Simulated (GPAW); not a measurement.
## MnO2 (Pnnm): the O K absorption edge

Aim: the near-edge shape at the O K edge of MnO2 (Pnnm), and what the core hole does to it.

Calculated with GPAW 26.7.0; X-ray absorption from dipole matrix elements to empty bands, plane-wave PAW LDA+U.

### Step 1. The structure

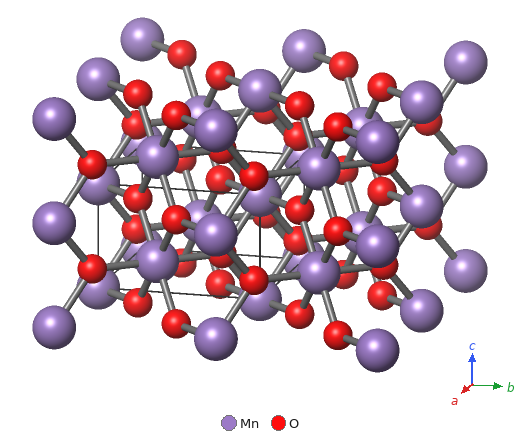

Start, viewed slightly off an axis; manganese light purple, oxygen red. 2×2×2 cells are drawn. Some periodic images of atoms are drawn too.

As a file:

```cif
data_structure
_symmetry_space_group_name_H-M 'P 1'
_symmetry_Int_Tables_number 1
_cell_length_a 4.3306
_cell_length_b 4.4623
_cell_length_c 2.8625
_cell_angle_alpha 90.000
_cell_angle_beta 90.000
_cell_angle_gamma 90.000
_cell_volume 55.32
loop_
_atom_site_label
_atom_site_type_symbol
_atom_site_fract_x
_atom_site_fract_y
_atom_site_fract_z
_atom_site_occupancy
Mn1 Mn 0.50000 0.50000 0.50000 1
Mn2 Mn 0.00000 0.00000 0.00000 1
O3 O 0.21399 0.82296 0.50000 1
O4 O 0.28601 0.32296 0.00000 1
O5 O 0.71399 0.67704 0.00000 1
O6 O 0.78601 0.17704 0.50000 1
```

### Step 2. Ground state of the crystal

A plain self-consistent run shows whether there is a gap and which moments survive; both decide the set-up of the core-hole run.

File scf.py:

```python
import numpy as np
from ase import Atoms
from ase.parallel import parprint, paropen
from gpaw import GPAW, PW, FermiDirac, Mixer, MixerDif, setup_paths
from gpaw.test import gen
setup_paths.insert(0, '.')
gen('O', name='nch1s', xcname='LDA', corehole=(1, 0, 0), write_xml=True)
from gpaw.mpi import world
world.barrier()

atoms = Atoms('Mn2O4',
    cell=[[4.33057597, 0, 0],
     [0, 4.46231267, 0],
     [0, 0, 2.8624768]],
    scaled_positions=[[0.5, 0.5, 0.5],
     [0, 0, 0],
     [0.21399236, 0.82296267, 0.5],
     [0.28600764, 0.32296267, 0],
     [0.71399236, 0.67703733, 0],
     [0.78600764, 0.17703733, 0.5]],
    magmoms=[4.0, -4.0, 0.0, 0.0, 0.0, 0.0],
    pbc=True)
atoms.calc = calc = GPAW(legacy_gpaw=True, mode=PW(500), xc='LDA', setups={'Mn': ':d,3.9', 2: 'nch1s'},
    kpts={'size': (6, 6, 9), 'gamma': True}, occupations=FermiDirac(0.05),
    charge=0, mixer=MixerDif(0.05, 8, 50), maxiter=150,
    convergence={'density': 0.0001}, txt='scf.txt')
energy = atoms.get_potential_energy() + calc.get_reference_energy()
ef = calc.get_fermi_level()
out = dict(energy=energy, fermi=ef, forces=atoms.get_forces().tolist(), magmoms=atoms.get_magnetic_moments().tolist())
parprint(f'all-electron energy {energy:.4f} eV, Fermi level {ef:.4f} eV')
ev = np.array([[calc.get_eigenvalues(k, s) for k in range(len(calc.get_ibz_k_points()))] for s in range(calc.get_number_of_spins())])
out['homo'], out['lumo'], out['counts'] = ev[ev < ef].max(), ev[ev > ef].min(), sorted(set((ev < ef).sum((0, 2)).tolist()))
out['filled'] = (ev[:, 0] < ef).sum(1).tolist()
import json
with paropen('out.json', 'w') as f:
    json.dump(out, f)
```

On the command line:

```sh
$ OMP_NUM_THREADS=1 mpirun -n 4 gpaw python scf.py
```

Numbers of over 12 decimals in the logs are rounded to 6 here.

The program printed:

```text
Input parameters:
  convergence: {density: 0.0001}
  kpts: {gamma: True,
         size: (6, 6, 9)}
  maxiter: 150
  mixer: {backend: pulay,
          beta: 0.05,
          method: difference,
          nmaxold: 8,
          weight: 50}
  mode: {ecut: 500.0,
         name: pw}
  occupations: {fixmagmom: False,
                name: fermi-dirac,
                width: 0.05}
  setups: {2: nch1s,
           Mn: :d,3.9}

Initialize ...

[... PAW data sets ...]

Reference energy: -71022.576221  # eV

Spin-polarized calculation.
Initial magnetic moment: 0.000000

[... convergence settings ...]
Symmetries present (total): 2
  [... symmetry matrices ...]

324 k-points: 6 x 6 x 9 Monkhorst-Pack grid + [1/12,1/12,0.000000]
100 k-points in the irreducible part of the Brillouin zone
       k-points in crystal coordinates                weights
   0:     0.00000000    0.00000000    0.00000000          1/324
   1:     0.00000000    0.00000000    0.11111111          2/324
   2:     0.00000000    0.00000000    0.22222222          2/324
   3:     0.00000000    0.00000000    0.33333333          2/324
   4:     0.00000000    0.00000000    0.44444444          2/324
   5:     0.00000000    0.16666667    0.00000000          2/324
   6:     0.00000000    0.16666667    0.11111111          4/324
   7:     0.00000000    0.16666667    0.22222222          4/324
   8:     0.00000000    0.16666667    0.33333333          4/324
   9:     0.00000000    0.16666667    0.44444444          4/324
          ...
  99:     0.50000000    0.50000000    0.44444444          2/324

Wave functions: Plane wave expansion
  Cutoff energy: 500.000 eV
  Number of coefficients (min, max): 1384, 1429
  Pulay-stress correction: 0.000000 eV/Ang^3 (de/decut=0.000000)
  Using FFTW library
  Wavefunction extrapolation:
    Improved wavefunction reuse through dual PAW basis

Occupation numbers: Fermi-Dirac:
  width: 0.0500  # eV

Eigensolver
   Davidson(niter=2)

Densities:
  Coarse grid: 24*24*15 grid
  Fine grid: 48*48*30 grid
  Total Charge: 0.000000

Density mixing:
  Method: difference
  Backend: pulay
  Linear mixing parameter: 0.05
  old densities: 8
  Width of damping distribution: 1.1
  Damping of long wavelength oscillations: 50

[... Hamiltonian set-up ...]
Number of atoms: 6
Number of atomic orbitals: 42
Number of bands in calculation: 37
Number of valence electrons: 54
Bands to converge: occupied

... initialized

Initializing position-dependent things.

Density initialized from atomic densities
Creating initial wave functions:
  37 bands from LCAO basis set

Positions:
   0 Mn     2.165288    2.231156    1.431238    ( 0.0000,  0.0000,  4.0000)
   1 Mn     0.000000    0.000000    0.000000    ( 0.0000,  0.0000, -4.0000)
   2 O      0.926710    3.672317    1.431238    ( 0.0000,  0.0000,  0.0000)
   3 O      1.238578    1.441160    0.000000    ( 0.0000,  0.0000,  0.0000)
   4 O      3.091998    3.021152    0.000000    ( 0.0000,  0.0000,  0.0000)
   5 O      3.403866    0.789996    1.431238    ( 0.0000,  0.0000,  0.0000)

Unit cell:
           periodic     x           y           z      points  spacing
  1. axis:    yes    4.330576    0.000000    0.000000    24     0.1804
  2. axis:    yes    0.000000    4.462313    0.000000    24     0.1859
  3. axis:    yes    0.000000    0.000000    2.862477    15     0.1908

  Lengths:   4.330576   4.462313   2.862477
  Angles:   90.000000  90.000000  90.000000

Effective grid spacing dv^(1/3) = 0.1857

iter:   1   -52.508709                   -0.0000
iter:   2   -52.371373   -1.00  -1.09    -0.0000
iter:   3   -49.917118   -0.58  -1.14    +0.0000
iter:   4   -49.296545   -2.45  -1.52    -0.0000
iter:   5   -49.147706   -2.58  -1.53    -0.0000
iter:   6   -49.143409   -2.32  -1.54    -0.0000
iter:   7   -49.182399   -3.45  -2.33    +0.0000
iter:   8   -49.241495   -3.49  -2.27    +0.0000
iter:   9   -49.125710   -2.45  -2.15    +0.0000
iter:  10   -49.121594   -3.12  -2.47    +0.0000
iter:  11   -49.117255c  -4.56  -2.94    -0.0000
iter:  12   -49.119362c  -5.08  -3.36    -0.0000
iter:  13   -49.120928c  -5.02  -3.56    +0.0000
iter:  14   -49.121223c  -5.41  -3.24    +0.0000
iter:  15   -49.121391c  -5.89  -3.49    +0.0000
iter:  16   -49.121345c  -5.80  -3.47    +0.0000
iter:  17   -49.121339c  -6.08  -4.05c   -0.0000
iter:  18   -49.121345c  -6.90  -4.61c   -0.0000
iter:  19   -49.121341c  -6.61  -4.11c   +0.0000
iter:  20   -49.121341c  -7.67c -4.61c   +0.0000

Converged after 20 iterations.

Dipole moment: (-0.000000, 0.000000, 0.000000) |e|*Ang

Total magnetic moment: (0.000000, 0.000000, 0.000000)
Local magnetic moments:
   0 Mn ( 0.000000,  0.000000,  2.901859)
   1 Mn ( 0.000000,  0.000000, -2.901866)
   2 O  ( 0.000000,  0.000000, -0.013858)
   3 O  ( 0.000000,  0.000000,  0.013857)
   4 O  ( 0.000000,  0.000000,  0.013857)
   5 O  ( 0.000000,  0.000000, -0.013858)

Energy contributions relative to reference atoms: (reference = -71022.576221)

Kinetic:        +30.612861
Potential:      -32.254930
External:        +0.000000
XC:             -47.572574
Entropy (-ST):   -0.000048
Local:           +0.093325
SIC:             +0.000000
--------------------------
Free energy:    -49.121365
Extrapolated:   -49.121341

Spin contamination: 3.171179 electrons
Showing only first 2 kpts
                      Up                     Down
 Kpt  Band  Eigenvalues  Occupancy  Eigenvalues  Occupancy
  0    25      5.10284    1.00000      5.10284    1.00000
  0    26      5.57151    0.99798      5.57152    0.99798
  0    27      6.12177    0.00816      6.12178    0.00816
  0    28      7.16962    0.00000      7.16968    0.00000

  1    25      5.07630    1.00000      5.07630    1.00000
  1    26      5.45737    0.99979      5.45738    0.99979
  1    27      6.25257    0.00060      6.25260    0.00060
  1    28      7.31282    0.00000      7.31286    0.00000

Fermi level: 5.88174

Gap: 0.550 eV
Transition (v -> c):
  (s=1, k=0, n=26, [0.00, 0.00, 0.00]) -> (s=0, k=0, n=27, [0.00, 0.00, 0.00])
No difference between direct/indirect transitions

Forces in eV/Ang:
  0 Mn    0.00000   -0.00000    0.00000
  1 Mn   -0.00000   -0.00000    0.00000
  2 O    -0.09367   -0.02450    0.00000
  3 O     0.09366   -0.02452    0.00000
  4 O    -0.09366    0.02452    0.00000
  5 O     0.09367    0.02450    0.00000
Scalar-relativistic atomic LDA calculation for O (Oxygen, Z=8)
Core hole in 1s state (1s occupation: 2.0)
300 radial gridpoints.
|------------------------------------------------|
|------------------------------------------------|
[... the atom generator's iteration count ...]

Energy contributions:
-------------------------
Kinetic:      +74.266897
XC:            -7.772280
Potential:   -141.018865
-------------------------
Total:        -74.524248

state      eigenvalue         ekin         rmax
-----------------------------------------------
1s^2.0 :   -18.772897    28.821965        0.130
2s^2.0 :    -0.872866     3.204810        0.874
2p^4.0 :    -0.337925     2.553337        0.813
-----------------------------------------------
(units: Bohr and Hartree)

Generating PAW setup
Kinetic energy of the core from tauc = 57.689706
Cutoffs:
rc(s)=1.300
rc(p)=1.130
rc(d)=1.170
rc(vbar)=1.300
rc(comp)=1.260
rc(nct)=1.300

Kinetic energy of the core states: 57.643930
Charge: 0.0
Core electrons: 2.0
Valence electrons: 6.0
Pseudo-core charge: 0.000776
Shape function alpha=6.299
Pseudo-electron charge 5.666261
state    eigenvalue         norm
--------------------------------
2s(2) :    -0.872866     1.079797
*s    :     0.127134
2p(4) :    -0.337925     0.876472
*p    :     0.662075
*d    :     0.000000
--------------------------------

Diagonalizing with gridspacing h=0.050

state   all-electron     PAW
-------------------------------
2s:      -0.872866    -0.873954
2p:      -0.337925    -0.341740
*d:                    0.050276
*f:                    0.077289
-------------------------------
all-electron energy -71071.6976 eV, Fermi level 5.8817 eV
```

It took 76 s on 4 MPI ranks of Arm Neoverse V1, shared host; peak memory 0.28 GiB; 5 min of CPU time.

The mesh shows a gap of 0.55 eV, so the hole is first treated in a charged cell, without the excited electron.

Site moments (μB): 2.90, -2.90, -0.01, 0.01, 0.01, -0.01.

### Step 3. Spectrum without a core hole, O atom 3

This cheap baseline ignores the attraction of the hole: it shows the absorber's empty states as they are in the ground state. The data set with a hole of occupation 0 only carries the core orbital.

The absorber has 2 Mn at 1.88 Å and 1 Mn at 1.90 Å (distorted trigonal planar, site symmetry m).

File xas.py:

```python
import numpy as np
from ase import Atoms
from ase.parallel import parprint, paropen
from gpaw import GPAW, PW, FermiDirac, Mixer, MixerDif, setup_paths
from gpaw.test import gen
setup_paths.insert(0, '.')
gen('O', name='nch1s', xcname='LDA', corehole=(1, 0, 0), write_xml=True)
from gpaw.mpi import world
world.barrier()

atoms = Atoms('Mn2O4',
    cell=[[4.33057597, 0, 0],
     [0, 4.46231267, 0],
     [0, 0, 2.8624768]],
    scaled_positions=[[0.5, 0.5, 0.5],
     [0, 0, 0],
     [0.21399236, 0.82296267, 0.5],
     [0.28600764, 0.32296267, 0],
     [0.71399236, 0.67703733, 0],
     [0.78600764, 0.17703733, 0.5]],
    magmoms=[4.0, -4.0, 0.0, 0.0, 0.0, 0.0],
    pbc=True)
atoms.calc = calc = GPAW(legacy_gpaw=True, mode=PW(500), xc='LDA', setups={'Mn': ':d,3.9', 2: 'nch1s'},
    kpts={'size': (6, 6, 9), 'gamma': True}, occupations=FermiDirac(0.02),
    charge=0, mixer=MixerDif(0.05, 8, 50), maxiter=150,
    convergence={'density': 0.0001}, txt='scf.txt')
energy = atoms.get_potential_energy() + calc.get_reference_energy()
ef = calc.get_fermi_level()
out = dict(energy=energy, fermi=ef, forces=atoms.get_forces().tolist(), magmoms=atoms.get_magnetic_moments().tolist())
parprint(f'all-electron energy {energy:.4f} eV, Fermi level {ef:.4f} eV')
ev = np.array([[calc.get_eigenvalues(k, s) for k in range(len(calc.get_ibz_k_points()))] for s in range(calc.get_number_of_spins())])
out['homo'], out['lumo'], out['counts'] = ev[ev < ef].max(), ev[ev > ef].min(), sorted(set((ev < ef).sum((0, 2)).tolist()))
out['filled'] = (ev[:, 0] < ef).sum(1).tolist()

from ase.units import Ha
from gpaw.xas import dipole_matrix_elements
nb = int(calc.get_number_of_electrons() / 2) + 46
top = nb
nscf = calc.fixed_density(kpts={'size': (4, 4, 5), 'gamma': True},
    convergence={'eigenstates': 1.0}, txt='nscf.txt')
nscf.diagonalize_full_hamiltonian(nbands=nb)
cell = atoms.cell.array
ops = [cell.T @ U.T @ np.linalg.inv(cell.T) for U in nscf.wfs.kd.symmetry.op_scc]
filled = [27, 27]  # bands filled in the ground state, by spin
E = np.arange(-25, 34, 0.1)
fwhm = np.interp(E, [4, 25], [0.9, 3.5])
Y, X, zero, highest = 0, 0, 1e9, 1e9
for spin in range(nscf.get_number_of_spins()):
    wfs = nscf.wfs
    A = dipole_matrix_elements(wfs.setups[2])
    eps = np.zeros((wfs.kd.nibzkpts, nb))
    d = np.zeros((3, A.shape[1], wfs.kd.nibzkpts, nb), complex)
    for kpt in wfs.kpt_u:
        if kpt.s == spin and 2 in kpt.P_ani:
            eps[kpt.k] = kpt.eps_n * Ha
            d[:, :, kpt.k] = (kpt.weight * wfs.nspins / 2) ** 0.5 * np.inner(A, kpt.P_ani[2])
    world.sum(eps)
    world.sum(d)
    T = np.einsum('amkn,bmkn->abkn', d, d.conj()).real
    T = sum(np.einsum('ai,ijkn,bj->abkn', R, T, R) for R in ops) / len(ops)
    empty = np.ones_like(eps, bool) & (np.arange(nb) >= filled[spin])
    zero, highest = min(zero, eps[empty].min()), min(highest, eps[:, top - 1].min())
    lines = [(eps, T, empty)] if spin == 0 else lines + [(eps, T, empty)]
for eps, T, empty in lines:
    f = np.einsum('aakn->akn', T).reshape(3, -1)
    x = eps.ravel() - zero
    w = np.interp(x, E, fwhm) / 2.35482
    g = np.exp(-0.5 * ((E[:, None] - x) / w) ** 2) / (w * (2 * np.pi) ** 0.5)
    Y = Y + (f * empty.ravel()) @ g.T
    X = X + (f * ~empty.ravel()) @ g.T
out.update(E=E.round(2).tolist(), xas=Y.tolist(), xes=X.tolist(), zero=zero, valid=highest - zero, nk=len(eps), nb=nb)
for i in range(0, len(E), 10):
    parprint(f'{E[i]:7.2f}', *(f'{v:10.3e}' for v in Y[:, i]))
import json
with paropen('out.json', 'w') as f:
    json.dump(out, f)
```

On the command line:

```sh
$ OMP_NUM_THREADS=1 mpirun -n 4 gpaw python xas.py
```

The program printed:

```text
Input parameters:
  convergence: {density: 0.0001}
  kpts: {gamma: True,
         size: (6, 6, 9)}
  maxiter: 150
  mixer: {backend: pulay,
          beta: 0.05,
          method: difference,
          nmaxold: 8,
          weight: 50}
  mode: {ecut: 500.0,
         name: pw}
  occupations: {fixmagmom: False,
                name: fermi-dirac,
                width: 0.02}
  setups: {2: nch1s,
           Mn: :d,3.9}

[...]
2s:      -0.872866    -0.873954
2p:      -0.337925    -0.341740
*d:                    0.050276
*f:                    0.077289
-------------------------------
all-electron energy -71071.6976 eV, Fermi level 5.8518 eV
 -25.00 1.731e-252 1.895e-251 3.405e-252
 -24.00 9.677e-243 1.049e-241 1.918e-242
 -23.00 3.457e-233 3.701e-232 6.893e-233
 -22.00 7.895e-224 8.326e-223 1.580e-223
[...]
32.00  9.261e-05  6.868e-05  9.302e-05
  33.00  8.678e-05  6.990e-05  1.080e-04
[key lines of the parts left out:]
Converged after 18 iterations.
Dipole moment: (-0.000000, 0.000000, -0.000000) |e|*Ang
Free energy:    -49.121366
Fermi level: 5.85180
```

Elapsed: 3.1 min, on 4 MPI ranks; peak memory 0.54 GiB.

The O K spectrum, O atom 3, no core hole (energy from the lowest empty level; intensity scaled to a mean of 1 over the first 20 eV; polarised curves are means over the symmetry-equivalent atoms):

```
E (eV)  isotropic  ε ∥ x  ε ∥ y  ε ∥ z
  -2.0       0.00   0.00   0.00   0.00
  -0.5       0.01   0.01   0.02   0.00
   1.0       1.53   1.51   1.35   1.72
   2.5       1.75   1.78   1.75   1.73
   4.0       2.17   2.04   2.02   2.47
   5.5       0.05   0.06   0.06   0.03
   7.0       0.00   0.00   0.00   0.00
   8.5       0.07   0.08   0.07   0.07
  10.0       0.38   0.39   0.39   0.35
  11.5       0.92   0.80   0.89   1.07
  13.0       1.08   0.83   0.94   1.47
  14.5       1.69   1.35   1.49   2.24
  16.0       2.02   2.11   2.01   1.94
  17.5       1.48   1.99   1.56   0.88
  19.0       0.71   0.92   0.78   0.44
  20.5       0.43   0.40   0.44   0.44
  22.0       0.42   0.27   0.43   0.57
  23.5       0.47   0.27   0.61   0.54
  25.0       0.53   0.41   0.76   0.41
  26.5       0.53   0.58   0.64   0.36
  28.0       0.48   0.66   0.44   0.35
  29.5       0.45   0.65   0.36   0.35
  31.0       0.45   0.55   0.36   0.42
```

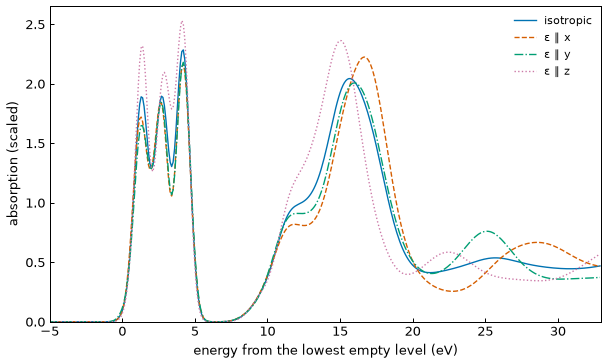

The O K edge, O atom 3, no core hole: main maxima at 2.7, 4.2 and 15.7 eV.

Main maxima below 24 eV (height): 1.3 eV (1.89), 2.7 eV (1.90), 4.2 eV (2.29) and 15.7 eV (2.04). A K edge sees empty p states; the first features are O p mixed into the empty d states of the Mn neighbours, and the broad ones above probably into the cations' higher empty bands.

The same matrix elements for filled bands give the O K emission of O atom 3 (ground-state approximation; energy from the lowest empty level, largest value 1):

```
E (eV)  emission
 -24.0      0.00
 -22.5      0.00
 -21.0      0.00
 -19.5      0.00
 -18.0      0.00
 -16.5      0.00
 -15.0      0.00
 -13.5      0.00
 -12.0      0.00
 -10.5      0.00
  -9.0      0.00
  -7.5      0.25
  -6.0      0.62
  -4.5      0.75
  -3.0      0.83
  -1.5      1.00
   0.0      0.03
   1.5      0.00
   3.0      0.00
```

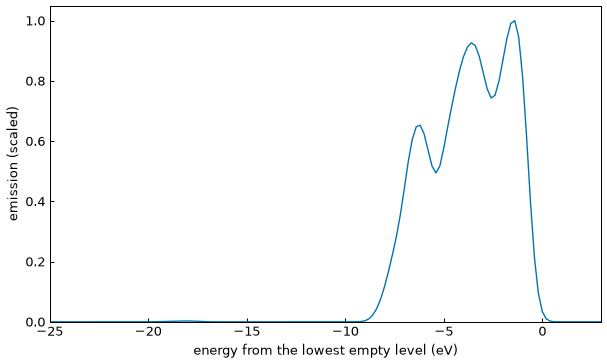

X-ray emission from the filled bands.

Emission maxima: -6.2 eV (0.65), -3.6 eV (0.93) and -1.4 eV (1.00).

(Part 1 of 3 ends here.)

[Banner, clock and machine lines of the logs are left out without a mark of their own.]

[Logs are printed without paths, hosts, clocks, repeated set-up lines and the standing remarks that a program may print on its own settings, such as how far it seeks lower states.]

[Hosts, paths, dates, database ids (printed as entryN), source tags and the programs' standing remarks are cut or masked in the printed files.]

[Lists of maxima count a maximum above −3 eV only where it reaches 4 % of the highest in the window and stands out from its surroundings by 2 % of it (1.5 % where it reaches 55 %); shoulders and weaker maxima are passed over, and of the rest the first, up to two pre-edge ones and the few strongest are named.]
